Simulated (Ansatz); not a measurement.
# PtC (model cell, started as CsCl type): from the cell to its phonons, part 2 of 2

Task: relax PtC (model cell, started as CsCl type), then find its harmonic phonons.

Ansatz 0.2.0; DFT PBEsol, scalar-relativistic, plane waves, PAW.

So far. Step 4 (Tight relaxation): The forces vanish by symmetry and the pressure is -0.001 GPa, within the tolerances set. The cell now holds 10.64 Å³/atom. Step 5 (Modes at Γ): Before it was imposed, the acoustic sum rule was missed by 3.1e-5 eV/Å². Small misses are needed for a sound result but don't prove that mesh and cutoff are converged. The lowest optical mode is imaginary, 273.8i cm⁻¹, so the energy falls along it. The relaxed cell has a = 2.771 Å (conventional setting).

The structure was built from a prototype and need not be the compound's stable phase.

## Step 6: Response at finite wavevector

Stability and thermal properties need the whole zone. Linear response on a 4×4×4 q mesh gives force constants as far as a supercell of that size would.

Input file input.yaml:

```yaml
crystal:
  lattice:
    - [2.7712460625, 0.0, 0.0]
    - [0.0, 2.7712460625, 0.0]
    - [0.0, 0.0, 2.7712460625]
  atoms:
    - { symbol: Pt, position: [0.0, 0.0, 0.0] }
    - { symbol: C, position: [0.5, 0.5, 0.5] }
kpoints:
  mp_grid: { grid: [16, 16, 16] }
hamiltonian:
  xc: pbesol
scf:
  occupations: { method: methfessel_paxton, width: 0.15 }
output:
  eigenvalues: true
phonons:
  method: dfpt
  qmesh: [4, 4, 4]
  temperatures: { t_max: 1000, t_step: 50 }
  qpath:
    path:
      - [[0.0, 0.0, 0.0], [0.0, 0.5, 0.0], [0.5, 0.5, 0.0], [0.0, 0.0, 0.0], [0.5, 0.5, 0.5], [0.0, 0.5, 0.0]]
      - [[0.5, 0.5, 0.5], [0.5, 0.5, 0.0]]
    npoints: 10
```

Started as:

```sh
ansatz run input.yaml --threads 4 --pin off --max-ram 7168MiB --backend cpu --events-out ev --progress --plain --runs-dir out
```

Numbers of over 12 decimals in the logs are rounded to 6 here.

Log:

```text
[...]
Crystal: 2 atoms, lattice volume = 21.283 Å³
Basis set: ecut = 420 eV, 437 PW (Γ), exchange–correlation on 40×40×40 points (8 copies of the dense FFT grid, shifted against one another)
Bands: 15, of which v1, the nominal top of the filled ones, is band 11 counted from 1 (10 counted from 0)
Symmetry: 48 space group operations
k-points: 165 of 4096
[...]
SCF iter   1: F=—  HF=-12626.658239 eV  |F-HF|=—  |Δ(HF+E_count)|=         —  Δρ=9.17e-3  dr2=9.78e-3  ethr=1.77e-3  ⟨swp⟩=4.7  Hψ=11153  notcnv=0
[...]
SCF iter   7: F=-12626.655883 eV  HF=-12626.655883 eV  |F-HF|=3.64e-12  |Δ(HF+E_count)|=  9.09e-12  S|Δr|=    0.00e0  Δρ=4.17e-8  dr2=2.00e-13  ethr=1.00e-12  ⟨swp⟩=5.2  Hψ=9870  notcnv=0
SCF 1 converged in 7 iterations: F = -12626.655883 eV  dr2 = 2.00e-13
[...]
SCF iter   3: F=-12626.655883 eV  HF=-12626.655883 eV  |F-HF|=1.27e-11  |Δ(HF+E_count)|=  3.64e-12  S|Δr|=    0.00e0  Δρ=1.48e-7  dr2=6.75e-12  ethr=1.00e-12  ⟨swp⟩=2.9  Hψ=5730  notcnv=0
SCF 2 converged in 3 iterations: F = -12626.655883 eV  dr2 = 6.75e-12
phonons: the bands overlap, so this run is a metal and interpolates without the dipole-dipole term. If the crystal is really an insulator or semiconductor, its LO-TO splitting is missing
NSCF: frozen V_eff on 165 k-points
WARN: eigensolver did not converge in 2 slots of this pass, the one above among them; of largest residual over every band (k=9): 1 band(s) unlocked (lowest unlocked band 14, counted from 0; max residual 2.71e-6 eV among the unlocked bands, 2.71e-6 eV over every band); of lowest unlocked band (k=1): band 14
[...]
DFPT response loops at q = (0, 0, 0) (fractional): preconditioner auto → Kerker (q_TF=auto, 2.743 Å⁻¹) (partly filled bands, converged f_vac=0.000); β = 1.00, the filter's whole step (`scf.mixing.beta` (0.50) is not read by the response loops under this deck's `scf.mixing.preconditioner`; to damp them name `kerker` or `kerker_dos`, under which they read `scf.mixing.beta`, and type it under 1.00, their step now; both keys bind the ground state too); Broyden in place of MSR1
[...]
SCF converged after 7 iterations
[...]
Free energy (F): -12626.655883 eV
[...]
Internal energy: -12626.657855 eV  (E = F + TS)
E sigma→0 (E₀):  -12626.656376 eV
Entropy (-TS):   0.001972 eV (0.986 meV/atom)
Fermi energy:    20.635853 eV
[...]
--- Band table (eV; the first three rows and the last of 165) ---
  k-point 0: bands = [... 7 lower, 18.7888, 18.7888, 18.7888, 20.4175, 20.4175, 20.4175, 25.0119, 36.4094]
  k-point 1: bands = [... 7 lower, 18.4820, 18.4820, 18.7974, 20.1515, 20.7525, 20.7525, 25.2698, 36.0872]
  k-point 2: bands = [... 7 lower, 17.8992, 17.8992, 18.8220, 19.5781, 21.4195, 21.4195, 25.8621, 35.2988]
  k-point 164: bands = [... 7 lower, 12.6434, 20.4878, 20.4878, 24.6858, 24.6858, 24.6858, 26.0479, 26.0479]
--- Phonons (Γ-DFPT): 2 representative perturbations + reference (Σ response iterations 7) ---
  ASR residual: 3.272e-5 → 0.000e0 eV/Å²; symmetrization residual: 1.113e-6 eV/Å²
  ASR residual per site (eV/Å²): 3.27e-5 3.09e-6
  Γ frequencies (cm⁻¹): -273.79 -273.79 -273.79 0.00 0.00 0.00
--- Phonons (arbitrary-q DFPT): 10 irreducible q on the 4×4×4 mesh ---
  q = [0.0000, 0.0000, 0.0000] (star 1, of the zone-centre solve; hermiticity 7.13e-7, symmetrization 1.59e-12): -273.79 -273.79 -273.79 -0.00 -0.00 0.00
  q = [0.0000, 0.0000, 0.2500] (star 6, 4 solved perturbations in 4032 linear systems a pass and spin channel, the states on 1296 of 4096 k-point pairs; hermiticity 1.37e-7, symmetrization 2.30e-12): -255.99 -255.99 -111.47 12.63 12.63 160.95
[...]
q = [0.0000, 0.2500, -0.5000] (star 12, 6 solved perturbations on 1296 of 4096 k-point pairs; hermiticity 3.75e-7, symmetrization 2.54e-8): -260.52 -203.91 -9.64 82.76 136.97 229.58
[...]
sum rule: each row above includes the acoustic sum rule's correction from the zone centre's row sums; it moved no ω² by more than (0.26 cm⁻¹)²
  mesh force constants: q→R imaginary residual 1.39e-18; ASR residual 3.272e-5 → 0.000e0 eV/Å²; symmetrization residual 5.329e-15 eV/Å²
  interpolated dispersion: 62 rows × 6 modes
  density of states and harmonic sums: on the 24×24×24 q-mesh, interpolated from the force constants of a 4×4×4 supercell (no non-analytic term)
  largest difference from the sums on the solved wave vectors: F 1.10e-1 eV, S 1.43e-4 and C_V 3.58e-5 eV/K
  zero-point energy: 0.021629 eV/cell   skipped modes (ω ≤ 0): 1248, of them read as no rigid motion or as one in doubt: 1245 (2.656e0 modes/cell left out, lowest -283.02 cm⁻¹)   left out of the sums: 4.43e-1 of the cell's modes: C_V's classical limit lies that fraction below 3 k_B per atom; for a crystal, a wire or a layer, F and S can be off by more, and a phonons.interpolated_qmesh denser along its periods is the remedy for the sampling
```

Elapsed: 3.9 min, on 4 threads of Arm Neoverse V2, shared host; peak memory 2 GiB; 15 min of CPU time.

Numbers from this step:

```
sum-rule residual before enforcement                    : 3.27e-5 eV/Å²
lowest frequency on the path                            : -282.6 cm⁻¹
highest frequency on the path or at a solved wavevector : 343.5 cm⁻¹
lowest mode on the q mesh (acoustic modes at Γ apart)   : -278.2 cm⁻¹
```

Frequencies (cm⁻¹) solved at each irreducible wavevector; negative means imaginary. Frequencies by wavevector, by row:

```
q in reciprocal lattice units  star  mode 1  mode 2  mode 3  mode 4  mode 5  mode 6
                        0 0 0     1  -273.8  -273.8  -273.8       0       0       0
                     0 0 0.25     6    -256    -256  -111.5    12.6    12.6   160.9
                     0 0 -0.5     3  -244.1  -244.1    29.8    29.8   147.2   343.5
                  0 0.25 0.25    12  -246.5  -198.6    -107   -17.8    91.5   158.3
                  0 0.25 -0.5    12  -260.5  -203.9    -9.6    82.8     137   229.6
                  0 -0.5 -0.5     3  -278.2   -52.1   -13.7   -13.7   141.2   141.2
               0.25 0.25 0.25     8    -177    -177  -132.4      76      76   112.6
               0.25 0.25 -0.5    12  -216.1  -172.8    64.3      68   126.7   204.3
               0.25 -0.5 -0.5     6  -260.4  -185.8  -185.8    79.9   130.3   130.3
               -0.5 -0.5 -0.5     1   -70.6   -70.6   -70.6   147.8   147.8   147.8
```

Interpolated from a 4×4×4 q mesh. Phonon branches along the path, in cm⁻¹:

```
    point  branch 1  branch 2  branch 3  branch 4  branch 5  branch 6
        Γ      -274      -274      -274         0         0         0
        X      -244      -244        30        30       147       344
        M      -278       -52       -14       -14       141       141
        Γ      -274      -274      -274         0         0         0
        R       -71       -71       -71       148       148       148
        X      -244      -244        30        30       147       344
jump to R       -71       -71       -71       148       148       148
        M      -278       -52       -14       -14       141       141
```

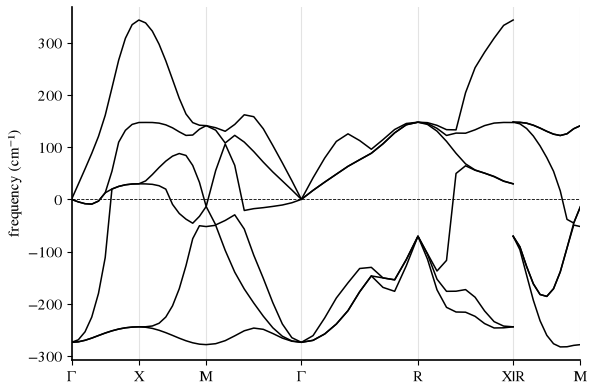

Phonon branches along the path.

The phonon density of states has structure finer than the step of the table below, so its rows give means over 25 cm⁻¹, whole bins alone (the curve runs from -282 to 342 cm⁻¹). Peaks (cm⁻¹: height): -247.5: 0.0483, -172.5: 0.0151, 77.5: 0.0232, 122.5: 0.0435.

Tetrahedra on a 24×24×24 mesh, mean over bins of 5 cm-1. Interpolated from a 4×4×4 q mesh. The phonon density of states by wavenumber; means over each step:

```
wavenumber (cm⁻¹)  phonon density of states (1/cm⁻¹/cell)
             -250                                  0.0277
             -225                                  0.0167
             -200                                 0.00984
             -175                                  0.0119
             -150                                  0.0100
             -125                                 0.00566
             -100                                 0.00341
              -75                                 0.00265
              -50                                 0.00332
              -25                                 0.00595
                0                                 0.00770
               25                                  0.0167
               50                                  0.0186
               75                                  0.0204
              100                                  0.0148
              125                                  0.0294
              150                                  0.0112
              175                                 0.00512
              200                                 0.00382
              225                                 0.00315
              250                                 0.00258
              275                                 0.00194
              300                                 0.00127
              325                                  6.5e-4
```

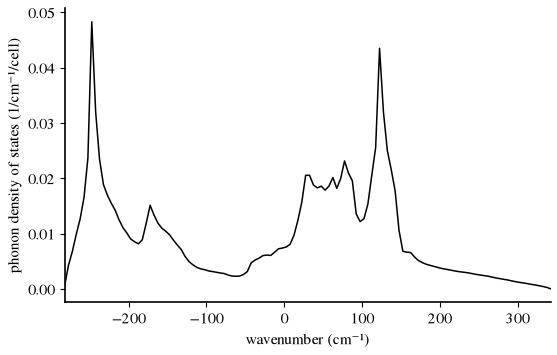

Phonon density of states, plotted against wavenumber.

The partial phonon density of states has structure finer than the step of the table below, so its rows give means over 25 cm⁻¹, whole bins alone (the curve runs from -291 to 362 cm⁻¹). Peaks (cm⁻¹: height): C -246.2: 0.0360, -176.3: 0.0131; Pt 41.3: 0.0192, 70.1: 0.0195, 123.5: 0.0317.

Phonopy on the run's constants, 21x21x21 mesh, Gaussian sigma 4.7 cm-1. Interpolated from a 4×4×4 q mesh. Partial phonon density of states against wavenumber; means over each step; values in 1/cm⁻¹/cell:

```
wavenumber (cm⁻¹)        C       Pt
             -275  0.00592   7.4e-5
             -250   0.0265   3.3e-4
             -225   0.0167   3.3e-4
             -200  0.00942   3.1e-4
             -175   0.0117   5.7e-4
             -150  0.00885   6.5e-4
             -125  0.00519  0.00104
             -100  0.00262   6.1e-4
              -75  0.00203  0.00130
              -50   9.1e-4  0.00213
              -25   6.4e-4  0.00545
                0   2.0e-4  0.00555
               25   5.5e-4   0.0160
               50  0.00171   0.0179
               75  0.00181   0.0181
              100  0.00175   0.0143
              125  0.00350   0.0250
              150  0.00389  0.00782
              175  0.00342  0.00139
              200  0.00348   6.2e-4
              225  0.00275   2.6e-4
              250  0.00240   1.2e-4
              275  0.00194   4.4e-5
              300  0.00126   1.4e-5
              325   7.0e-4   4.1e-6
```

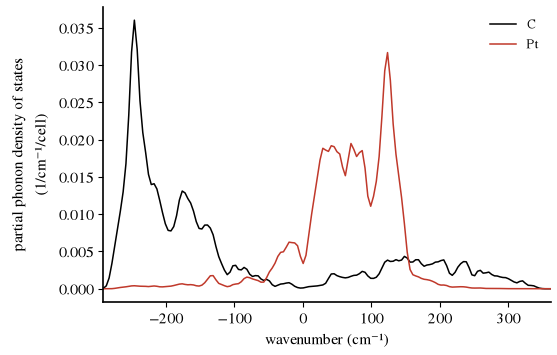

Partial phonon density of states, plotted against wavenumber.

Second derivatives of the energy by pair, one row for each kind of neighbour of each atom listed. Each entry sums the pair over the periodic images of the supercell that the q mesh stands for, and in a polar crystal it holds the long-range dipole part too. Force constants by pair, by row:

```
atom  neighbour  distance (Å)  third of the trace (eV/Å²)  along the pair's line (eV/Å²)
 Pt1     itself             0                       4.924                              –
 Pt1          C           2.4                       0.465                         0.6225
 Pt1         Pt         2.771                      -0.901                         -3.063
 Pt1         Pt         3.919                     -0.0099                        -0.3426
 Pt1          C         4.596                     -0.0408                        -0.2381
 Pt1         Pt           4.8                     -0.3842                        -0.6387
 Pt1         Pt         5.542                      0.2555                         0.5916
 Pt1          C          6.04                     -0.0089                         0.0109
 Pt1         Pt         6.197                     -0.0655                        -0.0562
  C2     itself             0                      -1.085                              –
  C2         Pt           2.4                       0.465                         0.6225
  C2          C         2.771                     -0.0756                        -0.9778
  C2          C         3.919                     -0.1049                        -0.2562
  C2         Pt         4.596                     -0.0408                        -0.2381
  C2          C           4.8                     -0.0831                        -0.2366
  C2          C         5.542                     -0.0111                         0.1788
  C2         Pt          6.04                     -0.0089                         0.0109
  C2          C         6.197                      0.0182                         0.0383
```

Symmetry leaves 10 wavevectors to solve. The lowest mode among them, the acoustic zeros apart, lies at q = (0, -0.5, -0.5) and is imaginary, 278.2i cm⁻¹, so the energy falls along it. Between them the interpolated path dips to 283i cm⁻¹.

## Step 7: Another isotope

An isotope changes the mass and not the force constants, so no new electronic calculation is needed; the shifts show which modes move this element.

The same force constants with the mass of C changed from 12.011 to 13.003 u (phonopy, no LO-TO term). Both lists are sorted by frequency; levels can cross, so a row need not hold one and the same mode. Modes under 3 cm⁻¹ are left out. Isotope shifts, by row:

```
          q  rank  natural mass (cm⁻¹)  changed mass (cm⁻¹)
      0 0 0     1               -273.8               -263.8
      0 0 0     2               -273.8               -263.8
      0 0 0     3               -273.8               -263.8
   0 0 0.25     1                 -256               -246.2
   0 0 0.25     2                 -256               -246.2
   0 0 0.25     3               -111.5               -109.1
   0 0 0.25     4                12.63                12.62
   0 0 0.25     5                12.63                12.62
   0 0 0.25     6                160.9                  158
   0 0 -0.5     1               -244.1               -234.6
   0 0 -0.5     2               -244.1               -234.6
   0 0 -0.5     3                 29.8                 29.8
   0 0 -0.5     4                 29.8                 29.8
   0 0 -0.5     5                147.2                147.2
   0 0 -0.5     6                343.5                330.1
0 0.25 0.25     1               -246.5               -237.1
0 0.25 0.25     2               -198.6               -191.6
0 0.25 0.25     3                 -107               -104.6
0 0.25 0.25     4               -17.81                -17.8
0 0.25 0.25     5                91.47                91.11
0 0.25 0.25     6                158.3                155.7
```

A mode of this element alone would shift by -3.89 %.

## Step 8: What came out

```yaml
space_group_after_relaxation_within_0p01_a: Pm-3m
volume_per_atom: 10.6 Å³
electronic_character: no gap on this mesh
highest_optical_mode_at_the_zone_centre_no_lo_to_term: -274 cm⁻¹
lowest_optical_zone_centre_mode: -274 cm⁻¹
lowest_mode_on_the_q_mesh_acoustic_modes_at_gamma_apart: -278 cm⁻¹
highest_frequency_on_the_path_or_at_a_solved_wavevector: 344 cm⁻¹
imaginary_modes_on_the_4x4x4_q_mesh: yes
```

In words: Modes are clearly imaginary (beyond 10i cm⁻¹) at 10 of the 10 irreducible wavevectors, most at q = (0, -0.5, -0.5) (278.2i cm⁻¹), so this structure is not a minimum of the energy. The optical modes at Γ form one degenerate level at -274 cm⁻¹ (negative means imaginary). With no gap, or one that is small against the smearing, the frequencies hang on the k mesh and the smearing, most of all near Kohn anomalies. Spin-orbit coupling is left out, which can matter for the heavy elements here. A phonon run warned that its eigensolver left some bands unconverged in a pass. The starting cell was built on a prototype and not taken from a measurement, so the phase need not exist. These are harmonic frequencies at zero temperature: anharmonic shifts, linewidths and thermal expansion are left out.

[Logs are printed without paths, hosts, clocks, repeated set-up lines and the standing remarks that a program may print on its own settings, such as how far it seeks lower states.]

[Hosts, paths, dates, database ids (printed as entryN), source tags and the programs' standing remarks are cut or masked in the printed files.]
